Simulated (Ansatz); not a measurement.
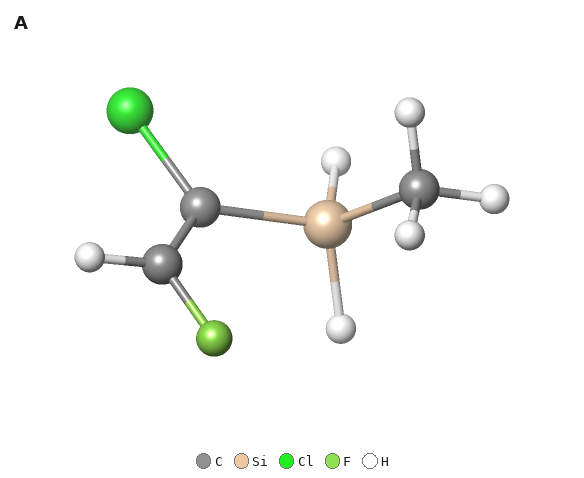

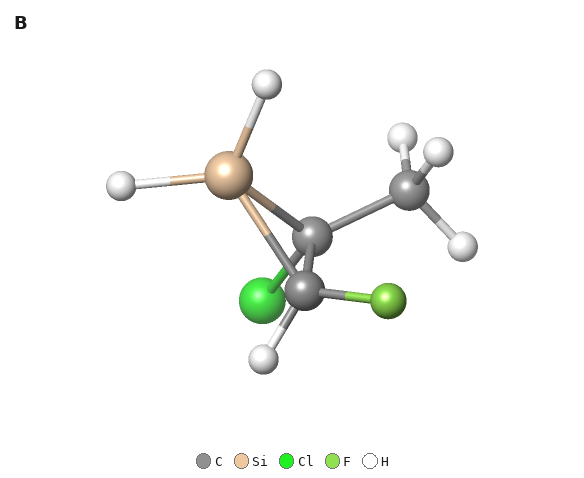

2 stationary structures of one formula. Geometries: PBE-D4/def2-SVP. Electronic energies: PBE-D4/def2-SVP (Ansatz 0.2.0), without zero-point energy. No frequency run is at hand to confirm each as a minimum. Each is one conformer, not always the lowest.

Question: Which is lowest in energy, and by how much?

Answer: A is lowest; B lies 86.8 kJ/mol above it. A is `C[SiH2]/C(Cl)=C\F`, B is `C[C@]1(Cl)[SiH2][C@@H]1F`.
